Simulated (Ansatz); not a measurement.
# One shape, several levels: BF (SMILES [B]F)

We compute a comparison of 6 runs (UHF/STO-3G, BHLYP/STO-3G, PBE/STO-3G, UPBE/STO-3G, r2SCAN0/STO-3G, CCSDT/STO-3G) of BF. 

The results are computed with Ansatz 0.2.0.

35 further runs of the same task are left out: 1 that didn't finish, 34 set aside as unsound or not needed.

### Step 1. The structure to begin with

The species is BF (2 atoms), meant as a singlet with charge 0. SMILES: `[B]F`. The F2–B1 distance was set to 1.895 Å, away from the relaxed value.

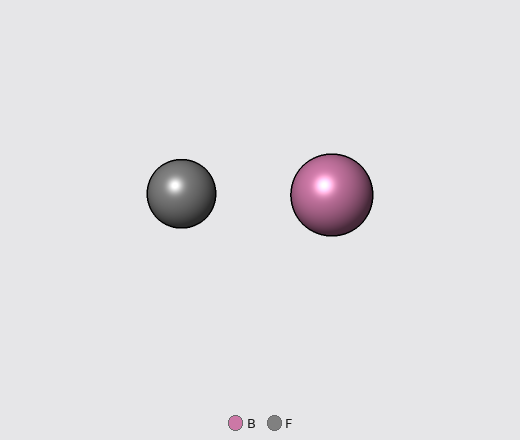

The structure, seen from a chosen angle (boron pink, fluorine grey).

### Step 2. A single-point energy at UHF/STO-3G (run 1)

molecule.yaml

```yaml
crystal:
  periodic: [false, false, false]
  atoms:
    - symbol: B
      position_ang: [0.000000, -0.000000, -0.640860]
    - symbol: F
      position_ang: [-0.000000, 0.000000, 1.253740]
basis:
  gaussian:
    orbitals: STO-3G
magnetization:
  spin_polarized: true
  initial_magnetization: 0
hamiltonian:
  xc: hf
accuracy: high
```

Command:

```
$ ansatz run molecule.yaml --threads 1 --pin off --max-ram 3480MiB --events-out events.jsonl --progress --plain --runs-dir runs
```

Output:

```text
Warning: RAYON_NUM_THREADS=1 ignored (pool sized by the plan → 1); use --threads N
Functional definition: HF
  name "HF"
  exchange = exact_x
  correlation = 0
149 factors; integrals over basis functions are off by at most 5.5e-8 eV
mean field evaluation 1: about -3319.5909 eV, gradient 1.6e1 eV
mean field evaluation 2: about -3319.6328 eV, gradient 1.5e1 eV
mean field evaluation 4: about -3324.0145 eV, gradient 3.0e0 eV
mean field evaluation 8: about -3324.2965 eV, gradient 4.1e-4 eV
mean field evaluation 16: about -3324.4452 eV, gradient 1.0e0 eV
mean field evaluation 32: about -3324.5916 eV, gradient 1.5e-7 eV
mean field evaluation 64: about -3324.2480 eV, gradient 1.2e0 eV
mean field evaluation 96: about -3324.1121 eV, gradient 1.1e0 eV
mean field evaluation 128: about -3322.4592 eV, gradient 7.6e0 eV
mean field evaluation 160: about -3323.5261 eV, gradient 2.0e0 eV
mean field evaluation 192: about -3324.2797 eV, gradient 7.3e-2 eV
mean field -3324.59162018 eV, -122.1764885525 hartree, gradient 2.4e-8 eV, S^2 0.562270; 10 other end points of the search recorded, 0 dependent functions left out
reference -3324.59162018 eV, -122.1764885525 hartree; 7, 7 occupied and 3, 3 virtual orbitals, 149 factors
Total energy: -3324.59162018 eV, -122.1764885525 hartree
```

It took 0.12 s on 1 thread of Intel Xeon 6975P-C (Granite Rapids), shared host.

### Step 3. The energy at BHLYP/STO-3G (run 2)

molecule.yaml

```yaml
crystal:
  periodic: [false, false, false]
  atoms:
    - {symbol: B, position_ang: [0.000000, -0.000000, -0.640860]}
    - {symbol: F, position_ang: [-0.000000, 0.000000, 1.253740]}
basis:
  gaussian:
    orbitals: STO-3G
hamiltonian:
  xc: {name: BHLYP}
accuracy: high
```

Command:

```
$ ansatz run molecule.yaml --threads 1 --pin off --max-ram 3480MiB --events-out events.jsonl --progress --plain --runs-dir runs
```

Output:

```text
Warning: RAYON_NUM_THREADS=1 ignored (pool sized by the plan → 1); use --threads N
Functional definition: BHLYP
  name "BHLYP"
  parameter a = 0.5
  exchange = (1 - a)*b88_x + a*exact_x
  correlation = lyp_c
149 factors; integrals over basis functions are off by at most 5.5e-8 eV
mean field evaluation 1: about -3333.5702 eV, gradient 2.3e1 eV
mean field evaluation 2: about -3151.5676 eV, gradient 2.4e2 eV
mean field evaluation 4: about -3337.6012 eV, gradient 5.6e0 eV
mean field evaluation 8: about -3337.7221 eV, gradient 7.4e-1 eV
mean field evaluation 16: about -3337.7245 eV, gradient 8.2e-6 eV
mean field -3337.72450692 eV, -122.6591132383 hartree, gradient 5.3e-8 eV, S^2 0.000000; 0 other end points of the search recorded, 0 dependent functions left out
reference -3337.72451956 eV, -122.6591137029 hartree; 7, 7 occupied and 3, 3 virtual orbitals, 149 factors
Total energy: -3337.72451956 eV, -122.6591137029 hartree
```

It took 0.22 s on 1 thread of Intel Xeon 6975P-C (Granite Rapids), shared host.

### Step 4. A single-point energy at PBE/STO-3G (run 3)

in.yaml

```yaml
crystal:
  periodic: [false, false, false]
  atoms:
    - {symbol: B, position_ang: [0.000000, -0.000000, -0.640860]}
    - {symbol: F, position_ang: [-0.000000, 0.000000, 1.253740]}
basis:
  gaussian:
    orbitals: STO-3G
accuracy: high
hamiltonian:
  xc: pbe
```

Command:

```
$ ansatz run in.yaml --threads 1 --pin off --max-ram 3480MiB --events-out events.jsonl --progress --plain --runs-dir runs
```

Output:

```text
Warning: RAYON_NUM_THREADS=1 ignored (pool sized by the plan → 1); use --threads N
Functional definition: PBE
  name "PBE"
  parameter kappa = 0.804
  parameter beta = 0.06672455060314922
  exchange = pbe_x(kappa = kappa, mu = beta*pi^2/3)
  correlation = pbe_c(beta = beta)
149 factors; integrals over basis functions are off by at most 5.5e-8 eV
mean field evaluation 1: about -3334.5436 eV, gradient 1.7e1 eV
mean field evaluation 2: about -3108.1989 eV, gradient 2.3e2 eV
mean field evaluation 4: about -3335.9345 eV, gradient 2.7e0 eV
mean field evaluation 8: about -3335.9597 eV, gradient 7.0e-2 eV
mean field evaluation 16: about -3335.9197 eV, gradient 3.8e-6 eV
mean field -3335.91972918 eV, -122.5927888799 hartree, gradient 4.4e-8 eV, S^2 0.000000; 0 other end points of the search recorded, 0 dependent functions left out
reference -3335.91973042 eV, -122.5927889252 hartree; 7, 7 occupied and 3, 3 virtual orbitals, 149 factors
Total energy: -3335.91973042 eV, -122.5927889252 hartree
```

Wall time 0.2 s (1 thread of Intel Xeon 6975P-C (Granite Rapids), shared host).

Runs 4 to 5 aren't shown in full; the table further down has their settings and results.

### Step 5. A single-point energy at CCSDT/STO-3G (run 6)

Edit in.yaml of step 4 so:

```diff
@@ -8,4 +8,7 @@
     orbitals: STO-3G
+correlation:
+  method: ccsdt
+  frozen_orbitals: {B: 1, F: 1}
 accuracy: high
-hamiltonian:
-  xc: pbe
+scf:
+  omitted_lower_state_checks: [cluster_reference, increment]
```

Command:

```
$ ansatz run in.yaml --threads 1 --pin off --max-ram 3480MiB --events-out events.jsonl --progress --plain --runs-dir runs
```

Output:

```text
Warning: RAYON_NUM_THREADS=1 ignored (pool sized by the plan → 1); use --threads N
[... 11 lines left out ...]
2 core orbitals not correlated: weight in the atoms' cores, before any rotation towards them, 1.000 or more for the frozen orbitals, at most 0.000 for the correlated occupied ones
[... 37 lines left out ...]
Total energy: -3327.60368348 eV, -122.2871798371 hartree
Checks for a lower state left out: cluster_reference, increment
```

Wall time 0.16 s (1 thread of Intel Xeon 6975P-C (Granite Rapids), shared host).

### Step 6. Overview of the runs

| run | level | frozen core orbitals | energy (Eh) | wall time |
| --- | --- | --- | --- | --- |
| 1 | UHF/STO-3G | – | -122.176489 | 0.12 s |
| 2 | BHLYP/STO-3G | – | -122.659114 | 0.22 s |
| 3 | PBE/STO-3G | – | -122.592789 | 0.2 s |
| 4 | UPBE/STO-3G | – | -122.592789 | 0.32 s |
| 5 | r2SCAN0/STO-3G | – | -122.652766 | 0.54 s |
| 6 | CCSDT/STO-3G | 2 | -122.287180 | 0.16 s |

### Step 7. Summary of results

```
                                          quantity          value
                               run 6: total energy  -122.28718 Eh
run 6: correlation energy (2 core orbitals frozen)     -122.1 mEh
                              run 6: T1 diagnostic          0.058
```

In words: Totals of different functionals can't be ranked against each other. In run 6 the log says that unrestricted orbitals would lower the reference, so the values rest on an unstable closed-shell determinant (other closed-shell runs at this shape may share the fault). In runs 1, 2, 3, 4, 5, 6 the basis is minimal, so the values are rough. Spin contamination of the reference: run 1 ⟨S²⟩ = 0.56. All runs together took 1.6 s, the longest 0.54 s.
